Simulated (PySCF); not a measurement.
In2(mu-F)2(Me)4, C₄H₁₂F₂In₂, singlet at its GFN2-xTB optimised geometry (Å):

```
20

In    -1.4007    -1.1171     0.0000
In     1.4007     1.1171    -0.0301
F      0.8928    -1.1171     0.0000
C     -1.7315    -1.3793     2.1867
H     -1.9548    -0.3978     2.5959
H     -0.8059    -1.7661     2.6039
H     -2.5516    -2.0668     2.3721
C     -1.6851    -1.3456    -2.1969
H     -2.3090    -0.5265    -2.5440
H     -2.1452    -2.3018    -2.4287
H     -0.6928    -1.2804    -2.6346
F     -0.8931     1.1150     0.0000
C      1.7227     1.3733     2.1566
H      1.5887     2.4170     2.4267
H      2.7189     1.0329     2.4248
H      0.9659     0.7550     2.6314
C      1.6723     1.3427    -2.2304
H      0.6788     1.4822    -2.6477
H      2.1180     0.4248    -2.6041
H      2.3067     2.1951    -2.4557
```

Computed with PBE0/def2-SVP, def2 effective core potentials past Kr run with PySCF. The core electrons that the potentials of In replace are not part of the density. Cells within 0.4 Å of a nucleus heavier than hydrogen are left out (blank, or x).

Map of the electron localisation function on the plane z = 0.0 Å:

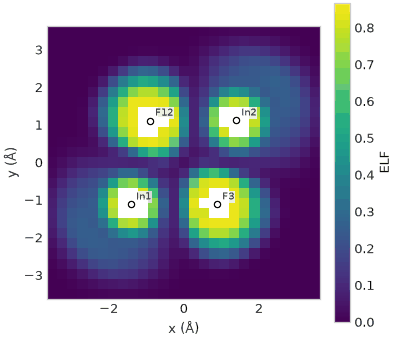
Figure. Electron localisation function on the plane z = 0.0 Å.
